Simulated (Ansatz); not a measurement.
# SiH (quartet): from Hartree-Fock to the top rungs at distance Si1–H2 = 1.623 Å, cc-pVQZ

Aim: climb from Hartree-Fock through coupled cluster and multireference methods for SiH (quartet) at one geometry and basis, and see what each rung misses.

Program: Ansatz 0.2.0, Gaussian basis. Level of theory: cc-pVQZ, core rule «outside noble gas», up to 5 orbitals frozen. These are calculated values, not measurements.

To be run: UHF; CCSD(T) on ROHF; CCSD(T) on UHF; BCCD(T) on ROHF; CCSDT(Q) on ROHF; CCSDT(Q) on UHF; CASSCF and MRCISD+Q, 5 electrons in 5 orbitals; CASSCF and NEVPT2, 5 electrons in 5 orbitals.

10 further runs of the same task are left out: 10 that didn't finish. Runs told in other sessions of the task aren't counted.

**1. The system**

The geometry derives from a PBE0/def2-TZVP stationary point (not a proven minimum). One bond is set to the value named and the two fragments are kept rigid.

2 atoms, charge 0, spin multiplicity 4.

Atoms are counted from 1 here; the program's logs count them from 0.

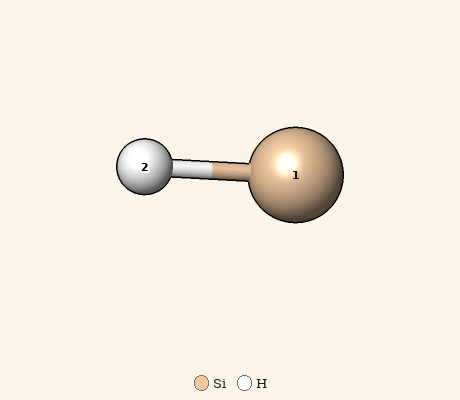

The structure; silicon light orange, hydrogen white; atoms are numbered from 1 in the order of the file.

In the tables R marks a restricted open-shell determinant and U an unrestricted one; 'valence' is the active space of 5 electrons in 5 orbitals; energies count from the table's Hartree-Fock row.

**2. UHF**

Input file in.yaml:

```yaml
crystal:
  periodic: [false, false, false]
  atoms:
    - {symbol: Si, position_ang: [0.000000, 0.000000, 0.000000]}
    - {symbol: H, position_ang: [0.000000, 0.000000, 1.623000]}
basis:
  gaussian: {orbitals: cc-pVQZ}
magnetization: {spin_polarized: true, initial_magnetization: 3}
hamiltonian: {xc: hf}
output: {orbitals: {seedname: orbitals}}
```

The run is started by

```bash
ansatz run in.yaml --threads 1 --pin off --events-out ev --progress --plain --max-ram 4096MiB --backend cpu
```

The log of the run:

```text
Functional definition: HF
  name "HF"
  cite "Fock, Z. Phys. 61, 126 (1930) doi:10.1007/BF01340294"
  parent pbe
  exchange = exact_x
  correlation = 0
444 factors; their error is unknown
mean field evaluation 1: about -7874.0939 eV, gradient 5.4e0 eV
mean field evaluation 2: about -7874.5087 eV, gradient 2.5e0 eV
mean field evaluation 4: about -7874.7265 eV, gradient 5.4e-1 eV
mean field evaluation 8: about -7874.7437 eV, gradient 1.3e-1 eV
mean field evaluation 16: about -7874.9843 eV, gradient 1.2e-5 eV
mean field -7874.98428202 eV, -289.4003345083 hartree, gradient 1.2e-5 eV, S^2 3.757007; 0 other end points of the search recorded, 0 dependent functions left out
reference -7874.98428202 eV, -289.4003345083 hartree; 9, 6 occupied and 80, 83 virtual orbitals, 444 factors
Total energy: -7874.98428202 eV, -289.4003345083 hartree
```

Run time: 0.34 s. Hardware: 1 thread of AMD EPYC 7R13, shared host.

From the report: ⟨S²⟩ of the determinant 3.757 (pure quartet: 3.75).

**3. CCSD(T) on ROHF**

Input file in.yaml:

```yaml
crystal:
  periodic: [false, false, false]
  atoms:
    - {symbol: Si, position_ang: [0.000000, 0.000000, 0.000000]}
    - {symbol: H, position_ang: [0.000000, 0.000000, 1.623000]}
basis:
  gaussian: {orbitals: cc-pVQZ}
magnetization: {spin_polarized: false, initial_magnetization: 3}
correlation: {method: ccsd_t, electrons: outside_noble_gas}
```

Same command.

The log of the run, shortened:

```text
Functional definition: HF
  name "HF"
  cite "Fock, Z. Phys. 61, 126 (1930) doi:10.1007/BF01340294"
  parent pbe
[...]
524 factors; integrals over basis functions are off by at most 1.1e-3 eV
[...]
mean field -7874.93509207 eV, -289.3985268110 hartree, gradient 1.9e-6 eV, S^2 3.750000; 0 other end points of the search recorded, 0 dependent functions left out
5 core orbitals not correlated: weight in the atoms' cores, before any rotation towards them, 1.000 or more for the frozen orbitals, at most 0.000 for the correlated occupied ones
reference -7874.93509207 eV, -289.3985268110 hartree; 4, 1 occupied and 80, 83 virtual orbitals, 524 factors
second order -1.82629756 eV of doubles, -0.02376213 eV of singles
cycle   1  -2.14881087 eV  change   -3.0e-1 eV  update   5.9e-2
[...]
cycle  11  -2.35512939 eV  change    1.4e-6 eV  update   3.0e-6
perturbative correction -0.09911975 eV, -0.0036425836 hartree
Total energy: -7877.38934121 eV, -289.4887188033 hartree
```

Wall time 2.7 s (1 thread of AMD EPYC 7R13, shared host); peak memory 0.33 GiB.

From the report: correlation -2.4542 eV; T1 0.043; largest double amplitude 0.07.

**4. CCSD(T) on UHF**

Edit in.yaml of step 3 so:

```diff
@@ -7,3 +7,3 @@
   gaussian: {orbitals: cc-pVQZ}
-magnetization: {spin_polarized: false, initial_magnetization: 3}
+magnetization: {spin_polarized: true, initial_magnetization: 3}
 correlation: {method: ccsd_t, electrons: outside_noble_gas}
```

Same command.

The log of the run, shortened:

```text
Functional definition: HF
  name "HF"
  cite "Fock, Z. Phys. 61, 126 (1930) doi:10.1007/BF01340294"
  parent pbe
[...]
524 factors; integrals over basis functions are off by at most 1.1e-3 eV
[...]
mean field -7874.98450489 eV, -289.4003426986 hartree, gradient 1.0e-6 eV, S^2 3.757007; 0 other end points of the search recorded, 0 dependent functions left out
5 core orbitals not correlated: weight in the atoms' cores, before any rotation towards them, 1.000 or more for the frozen orbitals, at most 0.000 for the correlated occupied ones
reference -7874.98450489 eV, -289.4003426986 hartree; 4, 1 occupied and 80, 83 virtual orbitals, 524 factors
second order -1.81029541 eV of doubles, -0.00000000 eV of singles
cycle   1  -2.11080732 eV  change   -3.0e-1 eV  update   5.8e-2
[...]
cycle  11  -2.30967537 eV  change    7.7e-8 eV  update   2.8e-6
perturbative correction -0.09685883 eV, -0.0035594962 hartree
Total energy: -7877.39103908 eV, -289.4887811989 hartree
```

Run time: 2.7 s. Hardware: 1 thread of AMD EPYC 7R13, shared host; peak memory 0.33 GiB.

From the report: ⟨S²⟩ of the determinant 3.757 (pure quartet: 3.75); correlation -2.4065 eV; T1 0.036; largest double amplitude 0.07.

**5. BCCD(T) on ROHF**

Input file in.yaml:

```yaml
crystal:
  periodic: [false, false, false]
  atoms:
    - {symbol: Si, position_ang: [0.000000, 0.000000, 0.000000]}
    - {symbol: H, position_ang: [0.000000, 0.000000, 1.623000]}
basis:
  gaussian: {orbitals: cc-pVQZ}
magnetization: {spin_polarized: false, initial_magnetization: 3}
correlation: {method: bccd_t, electrons: outside_noble_gas}
```

The run is started by

```bash
ansatz run in.yaml --threads 2 --pin off --events-out ev --progress --plain --max-ram 24576MiB --backend cuda --devices 0, --max-vram 18GiB
```

The log of the run, shortened:

```text
Functional definition: HF
  name "HF"
  cite "Fock, Z. Phys. 61, 126 (1930) doi:10.1007/BF01340294"
  parent pbe
[...]
524 factors; integrals over basis functions are off by at most 1.1e-3 eV
[...]
mean field -7874.93509207 eV, -289.3985268110 hartree, gradient 1.9e-6 eV, S^2 3.750000; 0 other end points of the search recorded, 0 dependent functions left out
5 core orbitals not correlated: weight in the atoms' cores, before any rotation towards them, 1.000 or more for the frozen orbitals, at most 0.000 for the correlated occupied ones
reference -7874.93509207 eV, -289.3985268110 hartree; 4, 1 occupied and 80, 83 virtual orbitals, 524 factors
second order -1.82629756 eV of doubles, -0.02376213 eV of singles
cycle   1  -2.16835564 eV  change   -3.2e-1 eV  update   5.9e-2
[...]
cycle  11  -2.35227191 eV  change    3.5e-6 eV  update   4.1e-6
perturbative correction -0.10254628 eV, -0.0037685065 hartree
Total energy: -7877.38991027 eV, -289.4887397157 hartree
```

Run time: 4.5 s. Hardware: 1 × H100 (card shared with other runs) with 2 threads of AMD EPYC 7R13, shared host; peak host memory 0.84 GiB.

From the report: correlation -2.4548 eV; largest double amplitude 0.07.

**6. CCSDT(Q) on ROHF**

Edit in.yaml of step 5 so:

```diff
@@ -8,2 +8,2 @@
 magnetization: {spin_polarized: false, initial_magnetization: 3}
-correlation: {method: bccd_t, electrons: outside_noble_gas}
+correlation: {method: ccsdt_q, electrons: outside_noble_gas}
```

The command is unchanged.

The log of the run, shortened:

```text
Functional definition: HF
  name "HF"
  cite "Fock, Z. Phys. 61, 126 (1930) doi:10.1007/BF01340294"
  parent pbe
[...]
1003 factors; integrals over basis functions are off by at most 2.6e-7 eV
[...]
mean field -7874.93509728 eV, -289.3985270022 hartree, gradient 1.1e-6 eV, S^2 3.750000; 0 other end points of the search recorded, 0 dependent functions left out
5 core orbitals not correlated: weight in the atoms' cores, before any rotation towards them, 1.000 or more for the frozen orbitals, at most 0.000 for the correlated occupied ones
reference -7874.93509728 eV, -289.3985270022 hartree; 4, 1 occupied and 80, 83 virtual orbitals, 1003 factors
second order -1.82630203 eV of doubles, -0.02376214 eV of singles
cycle   1  -2.14880833 eV  change   -3.0e-1 eV  update   6.4e-2
[...]
cycle  15  -2.47897476 eV  change    5.8e-8 eV  update   2.0e-7
perturbative correction -0.00273004 eV, -0.0001003273 hartree
Total energy: -7877.41680208 eV, -289.4897279715 hartree
```

Wall time 8.5 s (1 × H100 (card shared with other runs) with 2 threads of AMD EPYC 7R13, shared host); peak host memory 0.85 GiB.

From the report: correlation -2.4817 eV; T1 0.047; largest double amplitude 0.08.

**7. CCSDT(Q) on UHF**

Edit in.yaml of step 6 so:

```diff
@@ -7,3 +7,3 @@
   gaussian: {orbitals: cc-pVQZ}
-magnetization: {spin_polarized: false, initial_magnetization: 3}
+magnetization: {spin_polarized: true, initial_magnetization: 3}
 correlation: {method: ccsdt_q, electrons: outside_noble_gas}
```

Launched as before.

The log of the run, shortened:

```text
Functional definition: HF
  name "HF"
  cite "Fock, Z. Phys. 61, 126 (1930) doi:10.1007/BF01340294"
  parent pbe
[...]
1003 factors; integrals over basis functions are off by at most 2.6e-7 eV
[...]
mean field -7874.98451007 eV, -289.4003428887 hartree, gradient 1.1e-6 eV, S^2 3.757007; 0 other end points of the search recorded, 0 dependent functions left out
5 core orbitals not correlated: weight in the atoms' cores, before any rotation towards them, 1.000 or more for the frozen orbitals, at most 0.000 for the correlated occupied ones
reference -7874.98451007 eV, -289.4003428887 hartree; 4, 1 occupied and 80, 83 virtual orbitals, 1003 factors
second order -1.81029998 eV of doubles, -0.00000000 eV of singles
cycle   1  -2.11080513 eV  change   -3.0e-1 eV  update   6.3e-2
[...]
cycle  15  -2.43120653 eV  change   -9.0e-8 eV  update   2.4e-7
perturbative correction -0.00290369 eV, -0.0001067085 hartree
Total energy: -7877.41862029 eV, -289.4897947894 hartree
```

Run time: 9.5 s. Hardware: 1 × H100 (card shared with other runs) with 2 threads of AMD EPYC 7R13, shared host; peak host memory 0.85 GiB.

From the report: ⟨S²⟩ of the determinant 3.757 (pure quartet: 3.75); correlation -2.4341 eV; T1 0.039; largest double amplitude 0.08.

**8. CASSCF and MRCISD+Q, 5 electrons in 5 orbitals**

Input file in.yaml:

```yaml
crystal:
  periodic: [false, false, false]
  atoms:
    - {symbol: Si, position_ang: [0.000000, 0.000000, 0.000000]}
    - {symbol: H, position_ang: [0.000000, 0.000000, 1.623000]}
basis:
  gaussian: {orbitals: cc-pVQZ}
magnetization: {spin_polarized: false, initial_magnetization: 3}
correlation: {method: fic_mrcisd_q, electrons: outside_noble_gas, active_space: {window: {electrons: 5, orbitals: 5}, shells: [{species: H, l: s, shell: 1}, {species: Si, l: s, shell: 3}, {species: Si, l: p, shell: 3}]}}
```

Same command.

The log of the run, shortened:

```text
Functional definition: HF
  name "HF"
  cite "Fock, Z. Phys. 61, 126 (1930) doi:10.1007/BF01340294"
  parent pbe
[...]
1003 factors; integrals over basis functions are off by at most 2.6e-7 eV
[...]
mean field -7874.93509728 eV, -289.3985270022 hartree, gradient 1.1e-6 eV, S^2 3.750000; 0 other end points of the search recorded, 0 dependent functions left out
reference -7874.93509728 eV, -289.3985270022 hartree; 9, 6 occupied and 80, 83 virtual orbitals, 1003 factors
state -7875.47688498 eV, -289.4184373330 hartree
contracted CI cycle   1: correlation 0.00000000 eV, 0.0000000000 hartree, residual 1.01e1 eV
contracted CI cycle   2: correlation -1.68748182 eV, -0.0620138132 hartree, residual 2.50e0 eV
contracted CI cycle   3: correlation -1.78181425 eV, -0.0654804660 hartree, residual 6.11e-1 eV
contracted CI cycle   4: correlation -1.78744853 eV, -0.0656875218 hartree, residual 1.89e-1 eV
contracted CI cycle   5: correlation -1.78792497 eV, -0.0657050306 hartree, residual 5.50e-2 eV
contracted CI cycle   6: correlation -1.78796399 eV, -0.0657064649 hartree, residual 1.47e-2 eV
contracted CI cycle   7: correlation -1.78796674 eV, -0.0657065657 hartree, residual 3.77e-3 eV
contracted CI cycle   8: correlation -1.78796691 eV, -0.0657065721 hartree, residual 9.60e-4 eV
state -7875.47688498 eV, -289.4184373330 hartree; corrected -7877.35169552 eV, -289.4873353495 hartree
Total energy: -7877.35169552 eV, -289.4873353495 hartree
Checks for a lower state left out: starts, orbital_swaps
```

Wall time 6 s (1 × H100 (card shared with other runs) with 2 threads of AMD EPYC 7R13, shared host); peak host memory 0.77 GiB.

From the report: 11 determinants; active occupations 1.97, 1.00, 1.00, 1.00, 0.03.

**9. CASSCF and NEVPT2, 5 electrons in 5 orbitals**

Input file in.yaml:

```yaml
crystal:
  periodic: [false, false, false]
  atoms:
    - {symbol: Si, position_ang: [0.000000, 0.000000, 0.000000]}
    - {symbol: H, position_ang: [0.000000, 0.000000, 1.623000]}
basis:
  gaussian: {orbitals: cc-pVQZ}
magnetization: {spin_polarized: false, initial_magnetization: 3}
correlation: {method: sc_nevpt2, electrons: outside_noble_gas, active_space: {window: {electrons: 5, orbitals: 5}, shells: [{species: H, l: s, shell: 1}, {species: Si, l: s, shell: 3}, {species: Si, l: p, shell: 3}]}}
```

The run is started by

```bash
ansatz run in.yaml --threads 1 --pin off --events-out ev --progress --plain --max-ram 4096MiB --backend cpu
```

The log of the run:

```text
Functional definition: HF
  name "HF"
  cite "Fock, Z. Phys. 61, 126 (1930) doi:10.1007/BF01340294"
  parent pbe
  exchange = exact_x
  correlation = 0
1003 factors; integrals over basis functions are off by at most 2.6e-7 eV
mean field evaluation 1: about -7874.0062 eV, gradient 6.3e0 eV
mean field evaluation 2: about -7874.0066 eV, gradient 6.3e0 eV
mean field evaluation 4: about -7874.8163 eV, gradient 1.4e0 eV
mean field evaluation 8: about -7874.9351 eV, gradient 6.4e-3 eV
mean field -7874.93509728 eV, -289.3985270022 hartree, gradient 1.1e-6 eV, S^2 3.750000; 0 other end points of the search recorded, 0 dependent functions left out
reference -7874.93509728 eV, -289.3985270022 hartree; 9, 6 occupied and 80, 83 virtual orbitals, 1003 factors
state -7875.47688498 eV, -289.4184373330 hartree
state -7875.47688498 eV, -289.4184373330 hartree; corrected -7876.83415282 eV, -289.4683160061 hartree
Total energy: -7876.83415282 eV, -289.4683160061 hartree
Checks for a lower state left out: starts, orbital_swaps
```

It took 2.3 s on 1 thread of AMD EPYC 7R13, shared host.

From the report: 11 determinants; active occupations 1.97, 1.00, 1.00, 1.00, 0.03.

**10. How many determinants matter**

Natural occupations of the CASSCF valence state about the gap (report; correlated orbitals 1 to 5): 1.966, 1.002, 1.000, 1.000, 0.032. The count of effectively unpaired electrons, Σ n²(2 − n)², is 3.01; a single determinant of this spin has 3.

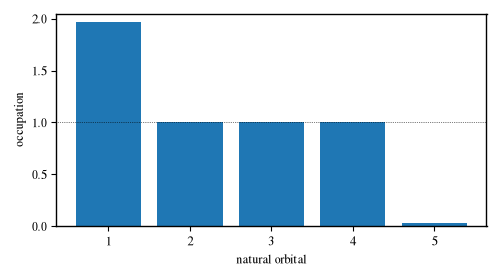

Natural occupations of the CASSCF valence state.

**11. Misses and costs**

The yardstick is UCCSDT(Q), where the cluster series has nearly closed. Rows without a time are mean-field rows or come out of runs for another level: lower rungs of the coupled-cluster runs, CASSCF and MRCISD of the multireference runs, or the Hartree-Fock search.

Differences are taken before rounding.

| method | energy from the lowest ROHF (meV) | from UCCSDT(Q) (meV) | time |
| --- | --- | --- | --- |
| ROHF | 0.0 | +2483.5 |  |
| UHF | -49.4 | +2434.1 |  |
| RMP2 | -1850.1 | +633.5 |  |
| UMP2 | -1859.7 | +623.8 |  |
| RCCSD | -2355.1 | +128.4 |  |
| UCCSD | -2359.1 | +124.4 |  |
| RCCSD(T) | -2454.2 | +29.3 | 2.7 s |
| UCCSD(T) | -2455.9 | +27.6 | 2.7 s |
| BCCD(T) | -2454.8 | +28.7 | 4.5 s (GPU) |
| RCCSDT | -2479.0 | +4.5 |  |
| UCCSDT | -2480.6 | +2.9 |  |
| RCCSDT(Q) | -2481.7 | +1.8 | 8.5 s (GPU) |
| UCCSDT(Q) | -2483.5 | 0 | 9.5 s (GPU) |
| CASSCF valence | -541.8 | +1941.7 |  |
| NEVPT2 valence | -1899.1 | +584.5 | 2.3 s |
| MRCISD valence | -2329.8 | +153.8 |  |
| MRCISD+Q valence | -2416.6 | +66.9 | 6 s (GPU) |

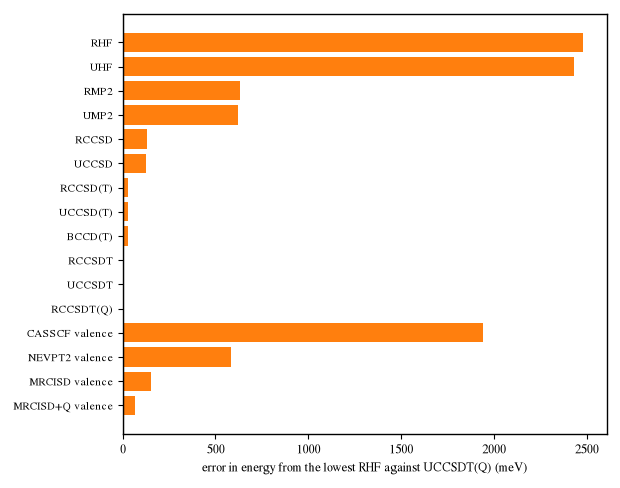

Error of each method against UCCSDT(Q).

Some runs used a GPU and others CPU threads alone; cost is compared among the CPU runs only.

**12. Results**

| quantity | value |
| --- | --- |
| UCCSDT(Q) from the ROHF energy | -2.4835 eV |
| RMP2 from UCCSDT(Q) | +633.5 meV |
| UMP2 from UCCSDT(Q) | +623.8 meV |
| RCCSD from UCCSDT(Q) | +128.4 meV |
| RCCSD(T) from UCCSDT(Q) | +29.3 meV |
| UCCSD(T) from UCCSDT(Q) | +27.6 meV |
| RCCSDT(Q) from UCCSDT(Q) | +1.8 meV |
| NEVPT2 valence from UCCSDT(Q) | +584.5 meV |
| MRCISD+Q valence from UCCSDT(Q) | +66.9 meV |
| levels within 1 kcal/mol (43 meV) | RCCSD(T), UCCSD(T), BCCD(T), RCCSDT, UCCSDT, RCCSDT(Q) |
| T1 diagnostic | 0.043 |
| effectively unpaired electrons | 3.01 |

RCCSD(T) misses by +29.3 meV, 1.2 % of the correlation energy. The occupations are near whole numbers, but T1 = 0.043 shows that the orbitals relax strongly. Of the multireference levels listed MRCISD+Q valence comes nearest in total energy (+66.9 meV), which doesn't show that its space is the better one. These misses are within one basis, not against nature; the frozen cores of restricted and unrestricted runs differ, which can shift their rows.
